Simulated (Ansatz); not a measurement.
# BH2− (triplet): one geometry, many settings at angle H2–B1–H3 = 105.2°

What do other methods and options give for BH2− (triplet) at this geometry, and how long do they take?

Program: Ansatz 0.2.0, Gaussian basis. Level of theory: the settings change from run to run. These are calculated values, not measurements.

19 further runs of the same task are left out: 1 for a mislabelled method, 13 that didn't finish, 5 set aside as unsound or not needed.

## (1) The geometry

The geometry derives from a PBE0/def2-TZVPD stationary point (not a proven minimum). One angle is set to the value named; bond lengths are kept.

3 atoms, charge -1, spin multiplicity 3.

Atoms are counted from 1 here; the program's logs count them from 0.

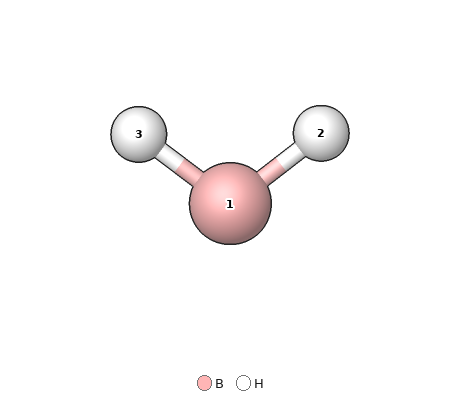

The structure; boron pink, hydrogen white; atoms are numbered from 1 in the order of the file.

Coordinates:

| atom | x (Å) | y (Å) | z (Å) |
| --- | --- | --- | --- |
| B1 | 0.0000 | -0.1154 | 0.0000 |
| H2 | 0.0000 | 0.6190 | -0.9605 |
| H3 | 0.0000 | 0.6190 | 0.9605 |

## (2) CASSCF(2,3)/6-31++G**

File in.yaml:

```yaml
crystal:
  periodic: [false, false, false]
  atoms:
    - {symbol: B, position_ang: [0.000000, -0.115417, 0.000000]}
    - {symbol: H, position_ang: [0.000000, 0.618973, -0.960542]}
    - {symbol: H, position_ang: [0.000000, 0.618973, 0.960542]}
basis:
  gaussian: {orbitals: "6-31++G**"}
total_charge: -1
magnetization: {spin_polarized: false, initial_magnetization: 2}
correlation: {active_space: {window: {electrons: 2, orbitals: 3}, states: [{multiplicity: 3, weights: [1, 1]}], root: 1}}
scf: {lower_state_search: off}
```

Run with:

```
ansatz run in.yaml --threads 1 --pin off --events-out ev --progress --plain --max-ram 2393MiB
```

The program printed:

```text
Functional definition: HF
  name "HF"
  cite "Fock, Z. Phys. 61, 126 (1930) doi:10.1007/BF01340294"
  parent pbe
  exchange = exact_x
  correlation = 0
these checks for a lower state are left out or cut short: stability, starts, cluster_reference, orbital_swaps, neighbouring_geometries, increment
501 factors; integrals over basis functions are off by at most 1.8e-7 eV
mean field evaluation 1: about -697.8079 eV, gradient 1.5e1 eV
mean field evaluation 2: about -697.8103 eV, gradient 1.5e1 eV
mean field evaluation 4: about -700.0550 eV, gradient 1.7e0 eV
mean field evaluation 8: about -700.1028 eV, gradient 1.9e-3 eV
mean field -700.10281651 eV, -25.7283039602 hartree, gradient 8.6e-6 eV, S^2 2.000000; 0 other end points of the search recorded, 0 dependent functions left out
reference -700.10281651 eV, -25.7283039602 hartree; 5, 3 occupied and 26, 28 virtual orbitals, 501 factors
state -700.00825944 eV, -25.7248290516 hartree
state -698.13051841 eV, -25.6558233419 hartree
Total energy: -698.13051841 eV, -25.6558233419 hartree
Checks for a lower state left out: stability, starts, cluster_reference, orbital_swaps, neighbouring_geometries, increment
```

Run time: 0.18 s. Hardware: 1 thread of Arm Neoverse V1, shared host.

From the report: 9 determinants; active occupations (of the averaged states) 1.00, 0.50, 0.50.

## (3) CASSCF(2,8)/6-31++G**

File in.yaml:

```yaml
crystal:
  periodic: [false, false, false]
  atoms:
    - {symbol: B, position_ang: [0.000000, -0.115417, 0.000000]}
    - {symbol: H, position_ang: [0.000000, 0.618973, -0.960542]}
    - {symbol: H, position_ang: [0.000000, 0.618973, 0.960542]}
basis:
  gaussian: {orbitals: "6-31++G**", fitting: {mean_field: def2-universal-jkfit}}
total_charge: -1
magnetization: {spin_polarized: false, initial_magnetization: 2}
correlation: {active_space: {window: {electrons: 2, orbitals: 8}}}
accuracy: high
scf: {lower_state_search: full}
```

The command is unchanged.

The program printed:

```text
Functional definition: HF
  name "HF"
  cite "Fock, Z. Phys. 61, 126 (1930) doi:10.1007/BF01340294"
  parent pbe
  exchange = exact_x
  correlation = 0
111 factors; integrals over basis functions are off by at most 2.7e-1 eV
mean field evaluation 1: about -697.7988 eV, gradient 1.5e1 eV
mean field evaluation 2: about -699.7772 eV, gradient 7.9e0 eV
mean field evaluation 4: about -700.0987 eV, gradient 7.3e-1 eV
mean field evaluation 8: about -700.1033 eV, gradient 1.2e-8 eV
mean field evaluation 16: about -700.0073 eV, gradient 3.1e0 eV
mean field evaluation 32: about -698.1981 eV, gradient 1.0e-3 eV
mean field evaluation 64: about -700.1033 eV, gradient 2.1e-7 eV
mean field -700.10334842 eV, -25.7283235073 hartree, gradient 1.2e-8 eV, S^2 2.000000; 5 other end points of the search recorded, 0 dependent functions left out
reference -700.10334842 eV, -25.7283235073 hartree; 5, 3 occupied and 26, 28 virtual orbitals, 111 factors
state -700.27602024 eV, -25.7346690799 hartree
Total energy: -700.27602024 eV, -25.7346690799 hartree
```

Run time: 1.1 s. Hardware: 1 thread of Arm Neoverse V1, shared host.

From the report: 64 determinants; active occupations 0.99, 0.99, 0.01, 0.01, 0.00, 0.00, 0.00, 0.00.

## (4) BCCD(T) on ROHF/6-31++G**

File in.yaml:

```yaml
crystal:
  periodic: [false, false, false]
  atoms:
    - {symbol: B, position_ang: [0.000000, -0.115417, 0.000000]}
    - {symbol: H, position_ang: [0.000000, 0.618973, -0.960542]}
    - {symbol: H, position_ang: [0.000000, 0.618973, 0.960542]}
basis:
  gaussian: {orbitals: "6-31++G**"}
total_charge: -1
magnetization: {spin_polarized: false, initial_magnetization: 2}
correlation: {method: bccd_t, electrons: valence}
output: {forces: true}
```

The command is unchanged.

The program printed, shortened:

```text
Functional definition: HF
  name "HF"
  cite "Fock, Z. Phys. 61, 126 (1930) doi:10.1007/BF01340294"
  parent pbe
[...]
281 factors; integrals over basis functions are off by at most 8.6e-4 eV
[...]
mean field -700.10280743 eV, -25.7283036262 hartree, gradient 8.6e-6 eV, S^2 2.000000; 2 other end points of the search recorded, 0 dependent functions left out
determinant -700.10280743 eV, -25.7283036262 hartree, with singles and doubles -702.82041955 eV, -25.8281740298 hartree
determinant -698.43553958 eV, -25.6670326630 hartree, with singles and doubles -700.94092626 eV, -25.7591039254 hartree
determinant -698.19715862 eV, -25.6582723242 hartree, with singles and doubles -700.59278112 eV, -25.7463098274 hartree
1 core orbitals not correlated: weight in the atoms' cores, before any rotation towards them, 1.000 or more for the frozen orbitals, at most 0.000 for the correlated occupied ones
reference -700.10280743 eV, -25.7283036262 hartree; 4, 2 occupied and 26, 28 virtual orbitals, 281 factors
second order -2.20869645 eV of doubles, -0.02583935 eV of singles
cycle   1  -2.71576944 eV  change    1.8e-3 eV  update   3.8e-3
[...]
cycle  10  -2.71381449 eV  change   -1.2e-7 eV  update   3.7e-7
perturbative correction -0.06465194 eV, -0.0023759148 hartree
[...]
Total energy: -702.88127385 eV, -25.8304103840 hartree
Atom 0 at     0.000000    -0.115417     0.000000 Å, force    -0.000000     1.306516     0.000000 eV/Å
Atom 1 at     0.000000     0.618973    -0.960542 Å, force    -0.000000    -0.653258    -0.735008 eV/Å
Atom 2 at     0.000000     0.618973     0.960542 Å, force    -0.000000    -0.653258     0.735008 eV/Å
Dipole moment:     0.000000     0.223875    -0.000000 e Å
```

Run time: 1.4 s. Hardware: 1 thread of Arm Neoverse V1, shared host.

From the report: correlation -2.7785 eV; largest double amplitude 0.04.

## (5) CCSDT on UHF/6-31++G**

Edit in.yaml of step 4 so:

```diff
@@ -9,4 +9,3 @@
 total_charge: -1
-magnetization: {spin_polarized: false, initial_magnetization: 2}
-correlation: {method: bccd_t, electrons: valence}
-output: {forces: true}
+magnetization: {spin_polarized: true, initial_magnetization: 2}
+correlation: {method: ccsdt, electrons: valence, diis_vectors: 2}
```

Launched as before.

The program printed, shortened:

```text
Functional definition: HF
  name "HF"
  cite "Fock, Z. Phys. 61, 126 (1930) doi:10.1007/BF01340294"
  parent pbe
[...]
501 factors; integrals over basis functions are off by at most 1.8e-7 eV
[...]
mean field -700.14986020 eV, -25.7300327838 hartree, gradient 5.1e-6 eV, S^2 2.007297; 1 other end points of the search recorded, 0 dependent functions left out
determinant -700.14986020 eV, -25.7300327838 hartree, with singles and doubles -702.82072288 eV, -25.8281851768 hartree
determinant -698.46328370 eV, -25.6680522406 hartree, with singles and doubles -700.94130426 eV, -25.7591178166 hartree
1 core orbitals not correlated: weight in the atoms' cores, before any rotation towards them, 1.000 or more for the frozen orbitals, at most 0.000 for the correlated occupied ones
reference -700.14986020 eV, -25.7300327838 hartree; 4, 2 occupied and 26, 28 virtual orbitals, 501 factors
second order -2.19455231 eV of doubles, -0.00000000 eV of singles
cycle   1  -2.53697281 eV  change   -3.4e-1 eV  update   5.0e-2
[...]
cycle  20  -2.74610284 eV  change   -2.3e-7 eV  update   6.5e-7
Total energy: -702.89596304 eV, -25.8309502017 hartree
```

Wall time 2.3 s (1 thread of Arm Neoverse V1, shared host).

From the report: ⟨S²⟩ of the determinant 2.007 (pure triplet: 2.00); correlation -2.7461 eV; T1 0.015; largest double amplitude 0.05.

## (6) CCSDT(Q) on UHF/def2-mTZVP

Edit in.yaml of step 5 so:

```diff
@@ -7,5 +7,5 @@
 basis:
-  gaussian: {orbitals: "6-31++G**"}
+  gaussian: {orbitals: def2-mTZVP}
 total_charge: -1
 magnetization: {spin_polarized: true, initial_magnetization: 2}
-correlation: {method: ccsdt, electrons: valence, diis_vectors: 2}
+correlation: {method: ccsdt_q, electrons: valence}
```

The command is unchanged.

The program printed, shortened:

```text
Functional definition: HF
  name "HF"
  cite "Fock, Z. Phys. 61, 126 (1930) doi:10.1007/BF01340294"
  parent pbe
[...]
425 factors; integrals over basis functions are off by at most 1.7e-7 eV
[...]
mean field -700.11945374 eV, -25.7289153670 hartree, gradient 6.4e-6 eV, S^2 2.009444; 1 other end points of the search recorded, 0 dependent functions left out
determinant -700.11945374 eV, -25.7289153670 hartree, with singles and doubles -702.36802226 eV, -25.8115487359 hartree
determinant -696.86195231 eV, -25.6092043975 hartree, with singles and doubles -699.05557007 eV, -25.6898183633 hartree
1 core orbitals not correlated: weight in the atoms' cores, before any rotation towards them, 1.000 or more for the frozen orbitals, at most 0.000 for the correlated occupied ones
reference -700.11945374 eV, -25.7289153670 hartree; 4, 2 occupied and 20, 22 virtual orbitals, 425 factors
second order -1.80353678 eV of doubles, -0.00000000 eV of singles
cycle   1  -2.10657634 eV  change   -3.0e-1 eV  update   4.9e-2
[...]
cycle  14  -2.31708526 eV  change    5.8e-8 eV  update   1.1e-7
perturbative correction -0.00018872 eV, -0.0000069352 hartree
Total energy: -702.43672772 eV, -25.8140736148 hartree
```

Wall time 2.6 s (1 thread of Arm Neoverse V1, shared host).

From the report: ⟨S²⟩ of the determinant 2.009 (pure triplet: 2.00); correlation -2.3173 eV; T1 0.013; largest double amplitude 0.04.

## (7) BCCD on ROHF/6-31++G**

File in.yaml:

```yaml
crystal:
  periodic: [false, false, false]
  atoms:
    - {symbol: B, position_ang: [0.000000, -0.115417, 0.000000]}
    - {symbol: H, position_ang: [0.000000, 0.618973, -0.960542]}
    - {symbol: H, position_ang: [0.000000, 0.618973, 0.960542]}
basis:
  gaussian: {orbitals: "6-31++G**"}
total_charge: -1
magnetization: {spin_polarized: false, initial_magnetization: 2}
correlation: {method: bccd, electrons: all}
output: {forces: true}
```

Same command.

The program printed, shortened:

```text
Functional definition: HF
  name "HF"
  cite "Fock, Z. Phys. 61, 126 (1930) doi:10.1007/BF01340294"
  parent pbe
[...]
281 factors; integrals over basis functions are off by at most 8.6e-4 eV
[...]
mean field -700.10280743 eV, -25.7283036262 hartree, gradient 8.6e-6 eV, S^2 2.000000; 2 other end points of the search recorded, 0 dependent functions left out
determinant -700.10280743 eV, -25.7283036262 hartree, with singles and doubles -702.94917191 eV, -25.8329055915 hartree
determinant -698.43553958 eV, -25.6670326630 hartree, with singles and doubles -701.06403260 eV, -25.7636279997 hartree
determinant -698.19715862 eV, -25.6582723242 hartree, with singles and doubles -700.71705119 eV, -25.7508766683 hartree
reference -700.10280743 eV, -25.7283036262 hartree; 5, 3 occupied and 26, 28 virtual orbitals, 281 factors
second order -2.33418046 eV of doubles, -0.02608740 eV of singles
cycle   1  -2.84453486 eV  change    1.8e-3 eV  update   4.0e-3
[...]
cycle  10  -2.84257489 eV  change   -1.6e-7 eV  update   3.7e-7
[...]
Total energy: -702.94538232 eV, -25.8327663266 hartree
Atom 0 at     0.000000    -0.115417     0.000000 Å, force     0.000000     1.378695    -0.000000 eV/Å
Atom 1 at     0.000000     0.618973    -0.960542 Å, force    -0.000000    -0.689348    -0.689992 eV/Å
Atom 2 at     0.000000     0.618973     0.960542 Å, force    -0.000000    -0.689348     0.689992 eV/Å
Dipole moment:     0.000000     0.221741     0.000000 e Å
```

It took 1.5 s on 1 thread of Arm Neoverse V1, shared host.

From the report: correlation -2.8426 eV; largest double amplitude 0.04.

## (8) MRCISD+Q(2,3)/6-31++G**

Edit in.yaml of step 7 so:

```diff
@@ -10,3 +10,2 @@
 magnetization: {spin_polarized: false, initial_magnetization: 2}
-correlation: {method: bccd, electrons: all}
-output: {forces: true}
+correlation: {method: fic_mrcisd_q, electrons: all, active_space: {window: {electrons: 2, orbitals: 3}, states: [{multiplicity: 3, weights: [1, 1, 1]}], root: 0}}
```

Same command.

The program printed, shortened:

```text
Functional definition: HF
  name "HF"
  cite "Fock, Z. Phys. 61, 126 (1930) doi:10.1007/BF01340294"
  parent pbe
[...]
501 factors; integrals over basis functions are off by at most 1.8e-7 eV
[...]
mean field -700.10281651 eV, -25.7283039602 hartree, gradient 8.6e-6 eV, S^2 2.000000; 0 other end points of the search recorded, 0 dependent functions left out
reference -700.10281651 eV, -25.7283039602 hartree; 5, 3 occupied and 26, 28 virtual orbitals, 501 factors
state -699.82793211 eV, -25.7182021445 hartree
state -698.31739160 eV, -25.6626908048 hartree
state -695.82248170 eV, -25.5710045569 hartree
contracted CI cycle   1: correlation 0.00000000 eV, 0.0000000000 hartree, residual 1.59e1 eV
contracted CI cycle   2: correlation -2.86442440 eV, -0.1052656551 hartree, residual 2.35e0 eV
contracted CI cycle   3: correlation -2.97298549 eV, -0.1092552018 hartree, residual 6.41e-1 eV
[...]
contracted CI cycle   2: correlation -2.95403872 eV, -0.1085589205 hartree, residual 2.43e0 eV
contracted CI cycle   3: correlation -3.06502352 eV, -0.1126375368 hartree, residual 7.11e-1 eV
contracted CI cycle   4: correlation -3.07700214 eV, -0.1130777428 hartree, residual 2.37e-1 eV
contracted CI cycle   5: correlation -3.07810498 eV, -0.1131182718 hartree, residual 6.78e-2 eV
contracted CI cycle   6: correlation -3.07820478 eV, -0.1131219393 hartree, residual 2.44e-2 eV
contracted CI cycle   7: correlation -3.07822059 eV, -0.1131225202 hartree, residual 9.93e-3 eV
contracted CI cycle   8: correlation -3.07822279 eV, -0.1131226009 hartree, residual 3.27e-3 eV
contracted CI cycle   9: correlation -3.07822307 eV, -0.1131226111 hartree, residual 1.23e-3 eV
contracted CI cycle  10: correlation -3.07822311 eV, -0.1131226128 hartree, residual 5.26e-4 eV
state -695.82248170 eV, -25.5710045569 hartree; corrected -699.17502008 eV, -25.6942080700 hartree
Total energy: -702.99776385 eV, -25.8346913125 hartree
```

It took 0.87 s on 1 thread of Arm Neoverse V1, shared host.

From the report: 4 determinants; active occupations (of the averaged states) 0.67, 0.67, 0.67.

## (9) MP2 on UHF/STO-3G

File in.yaml:

```yaml
crystal:
  periodic: [false, false, false]
  atoms:
    - {symbol: B, position_ang: [0.000000, -0.115417, 0.000000]}
    - {symbol: H, position_ang: [0.000000, 0.618973, -0.960542]}
    - {symbol: H, position_ang: [0.000000, 0.618973, 0.960542]}
basis:
  gaussian: {orbitals: STO-3G}
total_charge: -1
magnetization: {spin_polarized: true, initial_magnetization: 2}
correlation: {method: mp2, electrons: outside_noble_gas}
scf: {lower_state_search: off}
```

Same command.

The program printed, shortened:

```text
Functional definition: HF
  name "HF"
  cite "Fock, Z. Phys. 61, 126 (1930) doi:10.1007/BF01340294"
  parent pbe
[...]
85 factors; integrals over basis functions are off by at most 1.4e-5 eV
[...]
mean field -685.56371012 eV, -25.1940016551 hartree, gradient 2.6e-6 eV, S^2 2.010890; 0 other end points of the search recorded, 0 dependent functions left out
1 core orbitals not correlated: weight in the atoms' cores, before any rotation towards them, 1.000 or more for the frozen orbitals, at most 0.000 for the correlated occupied ones
reference -685.56371012 eV, -25.1940016551 hartree; 4, 2 occupied and 2, 4 virtual orbitals, 85 factors
second order -0.56802312 eV of doubles, -0.00000000 eV of singles
Total energy: -686.13173324 eV, -25.2148761199 hartree
Checks for a lower state left out: stability, starts, cluster_reference, orbital_swaps, neighbouring_geometries, increment
```

Run time: 0.06 s. Hardware: 1 thread of Arm Neoverse V1, shared host.

From the report: ⟨S²⟩ of the determinant 2.011 (pure triplet: 2.00).

## (10) BCCD on ROHF/def2-TZVP

File in.yaml:

```yaml
crystal:
  periodic: [false, false, false]
  atoms:
    - {symbol: B, position_ang: [0.000000, -0.115417, 0.000000]}
    - {symbol: H, position_ang: [0.000000, 0.618973, -0.960542]}
    - {symbol: H, position_ang: [0.000000, 0.618973, 0.960542]}
basis:
  gaussian: {orbitals: def2-TZVP}
total_charge: -1
magnetization: {spin_polarized: false, initial_magnetization: 2}
correlation: {method: bccd, electrons: outside_noble_gas}
accuracy: high
```

The command is unchanged.

The program printed, shortened:

```text
Functional definition: HF
  name "HF"
  cite "Fock, Z. Phys. 61, 126 (1930) doi:10.1007/BF01340294"
  parent pbe
[...]
666 factors; integrals over basis functions are off by at most 3.5e-9 eV
[...]
mean field -700.16962050 eV, -25.7307589614 hartree, gradient 3.6e-8 eV, S^2 2.000000; 1 other end points of the search recorded, 0 dependent functions left out
determinant -700.16962050 eV, -25.7307589614 hartree, with singles and doubles -703.40285108 eV, -25.8495779937 hartree
determinant -696.99587847 eV, -25.6141260932 hartree, with singles and doubles -700.00611883 eV, -25.7247503858 hartree
1 core orbitals not correlated: weight in the atoms' cores, before any rotation towards them, 1.000 or more for the frozen orbitals, at most 0.000 for the correlated occupied ones
reference -700.16962050 eV, -25.7307589614 hartree; 4, 2 occupied and 38, 40 virtual orbitals, 666 factors
second order -2.63291188 eV of doubles, -0.03364014 eV of singles
cycle   1  -3.19244409 eV  change   -2.2e-1 eV  update   1.7e-2
[...]
cycle  19  -3.19875473 eV  change  -1.3e-10 eV  update  6.3e-10
Total energy: -703.36837523 eV, -25.8483110296 hartree
```

Run time: 1.9 s. Hardware: 1 thread of Arm Neoverse V1, shared host.

From the report: correlation -3.1988 eV; largest double amplitude 0.04.

## (11) All runs side by side

Where basis and cores are those of an earlier FCI/6-31++G** run (-702.8973 eV), and the state is the same kind, the miss against it is given.

| level | correlated | functions | energy (eV) | from FCI (meV) | time |
| --- | --- | --- | --- | --- | --- |
| CASSCF(2,3)/6-31++G** (excited root 1 of an average) |  | 31 | -698.1305 |  | 0.18 s |
| CASSCF(2,8)/6-31++G** |  | 31 | -700.2760 | 2621.2 | 1.1 s |
| BCCD(T) on ROHF/6-31++G** | valence | 31 | -702.8813 | 16.0 | 1.4 s |
| CCSDT on UHF/6-31++G** | valence | 31 | -702.8960 | 1.3 | 2.3 s |
| CCSDT(Q) on UHF/def2-mTZVP | valence | 25 | -702.4367 |  | 2.6 s |
| BCCD on ROHF/6-31++G** | all | 31 | -702.9454 |  | 1.5 s |
| MRCISD+Q(2,3)/6-31++G** (lowest root of an average) | all | 31 | -702.9978 |  | 0.87 s |
| MP2 on UHF/STO-3G | outside noble gas | 7 | -686.1317 |  | 0.06 s |
| BCCD on ROHF/def2-TZVP | outside noble gas | 43 | -703.3684 |  | 1.9 s |

## (12) Results

| quantity | value |
| --- | --- |
| runs | 9 |
| quickest | MP2 on UHF/STO-3G, 0.06 s |
| slowest | CCSDT(Q) on UHF/def2-mTZVP, 2.6 s |

What this shows: Total energies in different bases, with other cores or another treatment of relativity can't be set against each other. CCSDT(Q) on UHF/def2-mTZVP took 44 times as long as MP2 on UHF/STO-3G; the jobs differ in more than the method. Among the correlated runs with a miss given, it spans +1 to +16 meV. Hartree-Fock, CASSCF and CASCI lack dynamic correlation by design.
